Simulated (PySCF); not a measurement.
Single-point calculation of WO2F2

WO2F2 (W(O)2(F)2), computed with RKS TPSS, W def2-SVP with ECP60, O def2-SVP, F def2-SVP; non-relativistic Hamiltonian with a scalar-relativistic core potential; density fitting (PySCF 2.14.0).

Some settings of this run were made unusual or wrong on purpose.

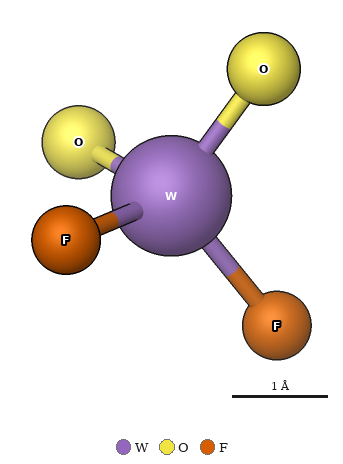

Figure 1. The structure (ball-and-stick view, seen at a tilt). Sticks mark near contacts. Bond lengths as drawn: F–W 1.87 Å and O–W 1.72 Å.

### Outcome

| quantity | value |
| --- | --- |
| outcome | converged |
| total energy | −417.222201 hartree |
| HOMO | −8.15 eV |
| LUMO | −3.39 eV |
| largest force (length of the vector) | 0.010 eV/Å |
| dipole moment | 1.76 D |
| hardware | 2 threads of Arm Neoverse V1, 24 GiB of memory available, shared host |
| wall time | 4.4 s (CPU time 8.8 s) |
| peak memory | 1.6 GiB |

Some settings of this run were drawn to be unusual or wrong. It converged; results that depend on the unusual settings are not reference values.

### Input file
```python
mol = gto.M(atom='''
W     -0.00000     0.00000    -0.02697
O      0.96683     0.96683     1.00946
O     -0.96683    -0.96683     1.00946
F      1.11821    -1.11821    -1.02668
F     -1.11821     1.11821    -1.02668''',
    basis={'W': 'def2-SVP', 'O': 'def2-SVP', 'F': 'def2-SVP'},
    ecp={'W': 'def2-SVP'},
    charge=0, spin=0)
mf = dft.RKS(mol, xc='TPSS')
mf.grids.atom_grid = (50, 194)  # f atoms: at least (60, 302), unpruned
mf = mf.density_fit()  # W def2-universal-JKFIT, O def2-universal-JKFIT, F def2-universal-JKFIT
mf.conv_tol = 1e-08; mf.max_cycle = 95
mf.kernel(dm0)
```

The script is an equivalent of the set-up of the self-consistent field. The run itself was carried out by a driver, which started from the orbitals of the step before it where there was one and computed the further properties.

Command:
```bash
OMP_NUM_THREADS=2 python <driver script>
```

### What the program printed
```
init E= -388.237630286393
  HOMO = 0.513087643602709  LUMO = 0.604629152777005  gap/eV = 2.49097
cycle= 1 E= -318.161828352325  delta_E= 70.1  |g|= 12.4  |ddm|= 33.3
  HOMO = -2.93702579316146  LUMO = -2.85333016872804  gap/eV = 2.27747
cycle= 2 E= -354.747673364478  delta_E= -36.6  |g|= 9.65  |ddm|=   37
  HOMO = -0.440161971729761  LUMO = -0.409844313131238  gap/eV = 0.82499
cycle= 3 E= -402.62549335554  delta_E= -47.9  |g|= 8.24  |ddm|=   20
  HOMO = -0.233367902135993  LUMO = -0.0502443079002823  gap/eV = 4.98305
cycle= 4 E= -415.449297594095  delta_E= -12.8  |g|= 2.73  |ddm|= 5.43
  HOMO = -0.170558371002206  LUMO = -0.117979946825833  gap/eV = 1.43073
cycle= 5 E= -409.259526188549  delta_E= 6.19  |g|= 6.24  |ddm|= 6.22
  HOMO = -0.263512760694287  LUMO = -0.142056998962843  gap/eV = 3.30498
cycle= 6 E= -416.982596037553  delta_E= -7.72  |g|= 1.09  |ddm|= 4.24
  HOMO = -0.325939325553481  LUMO = -0.12980886889084  gap/eV = 5.33698
cycle= 7 E= -417.182289475564  delta_E= -0.2  |g|= 0.456  |ddm|=    1
  HOMO = -0.305658171025115  LUMO = -0.124346341016629  gap/eV = 4.93375
cycle= 8 E= -417.21681992685  delta_E= -0.0345  |g|= 0.16  |ddm|= 0.228
  HOMO = -0.308014087139497  LUMO = -0.12607392570633  gap/eV = 4.95084
cycle= 9 E= -417.218661262001  delta_E= -0.00184  |g|= 0.132  |ddm|= 0.063
  HOMO = -0.299208228909947  LUMO = -0.123878752554277  gap/eV = 4.77096
cycle= 10 E= -417.222175953275  delta_E= -0.00351  |g|= 0.0106  |ddm|= 0.0883
  HOMO = -0.299398209229064  LUMO = -0.124495353650869  gap/eV = 4.75935
cycle= 11 E= -417.222199968891  delta_E= -2.4e-05  |g|= 0.00275  |ddm|= 0.00874
  HOMO = -0.299391808730839  LUMO = -0.124601557917115  gap/eV = 4.75628
cycle= 12 E= -417.222201375999  delta_E= -1.41e-06  |g|= 0.000696  |ddm|= 0.00139
  HOMO = -0.299350574180313  LUMO = -0.1245943226253  gap/eV = 4.75536
cycle= 13 E= -417.222201471552  delta_E= -9.56e-08  |g|= 7.27e-05  |ddm|= 0.000424
  HOMO = -0.299351466543335  LUMO = -0.124600373501345  gap/eV = 4.75522
cycle= 14 E= -417.222201472672  delta_E= -1.12e-09  |g|= 6.45e-06  |ddm|= 6.03e-05
  HOMO = -0.2993511094487  LUMO = -0.124599675642  gap/eV = 4.75523
```

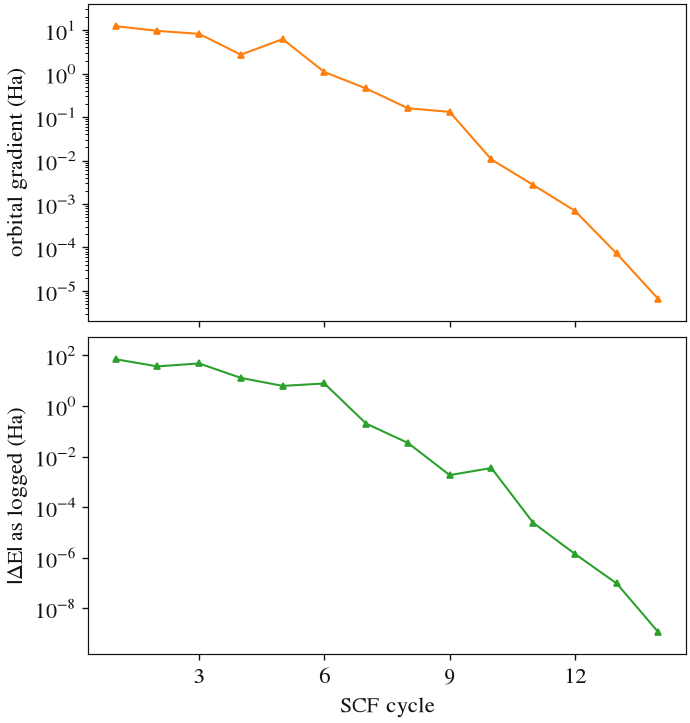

Figure 2. Convergence of the self-consistent field: orbital gradient and size of the energy change against the SCF cycle. The residual comes down, with one marked jump up, by a factor of about 2.5, at step 5.

```
Extra cycle  E= -417.222201472651  delta_E= 2.09e-11  |g|= 1.21e-05  |ddm|= 1.14e-05
converged SCF energy = -417.222201472651
```
